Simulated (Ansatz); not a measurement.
Base system: HfS₂ in the CdI2 type structure (space group P-3m1, No. 164; a = 3.547 Å, c = 5.577 Å; layered, stacked along the Cartesian z axis).

Perturbation: a negative pressure, −1 GPa.

All numbers come from Ansatz (a program for electronic structure) PBEsol-D3(BJ), no spin-orbit coupling.

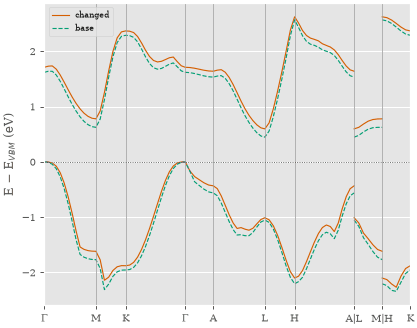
Figure. Highest valence and lowest conduction band along the path, each from its own valence-band maximum

Question: Read the changed gap and its character from the plot.

Answer: About 0.6 eV, indirect, Γ → L.

With Hf present, leaving out spin-orbit coupling can change the band edges. Load acts through the strain it causes; cell and atoms are relaxed under it. Stability against distortions was not tested.
